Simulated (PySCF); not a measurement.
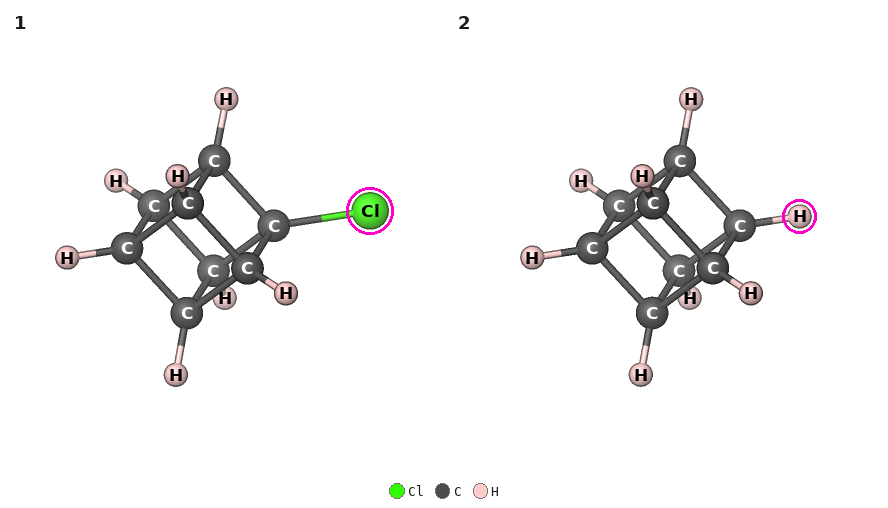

2 molecules with one skeleton, seen from the same side and at one scale; the atom that differs is circled. Each species is neutral and a spin singlet. Computed geometries: GFN2-xTB optimisations, one conformation each. Properties computed with PySCF 2.14.0.

One atom differs, called X below: Cl in panel 1, H in panel 2. Their formulas are C8H7Cl (`Cl[C@]12[C@H]3[C@@H]4C5[C@H]3[C@H]1[C@@H]5[C@@H]42`), C8H8 (`C12C3C4C1C1C2C3C41`).

> In which is the GIAO shielding of the C bonded to X larger (PBE0/pcSseg-1)?

In panel 2 (X = H).

> In which is the dipole moment larger (PBE0/def2-SVPD)?

In panel 1 (X = Cl).

Give the values. With GFN2-xTB: length of X–C (Å), mean angle X–C–C (°). With PBE0/def2-SVPD: HOMO energy (Kohn–Sham orbital) (eV), HOMO–LUMO gap (eV), mean static polarisability (bohr³), lowest vertical singlet excitation (eV), dipole moment (D). With PBE0/pcSseg-1: Hirshfeld charge of X (e), GIAO shielding of the C bonded to X (ppm).

| quantity | 1 (Cl) | 2 (H) | 2 − 1 |
| --- | --- | --- | --- |
| length of X–C (Å) | 1.746 | 1.084 | −0.662 |
| mean angle X–C–C (°) | 124.8 | 125.3 | +0.5 |
| HOMO energy (Kohn–Sham orbital) (eV) | −7.58 | −7.35 | +0.23 |
| HOMO–LUMO gap (eV) | 8.11 | 8.26 | +0.15 |
| mean static polarisability (bohr³) | 87.5 | 72.5 | −15.0 |
| lowest vertical singlet excitation (eV) | 6.87 | 7.06 | +0.19 |
| dipole moment (D) | 2.35 | 0.00 | −2.35 |
| Hirshfeld charge of X (e) | −0.08 | 0.04 | +0.12 |
| GIAO shielding of the C bonded to X (ppm) | 112.1 | 141.8 | +29.7 |
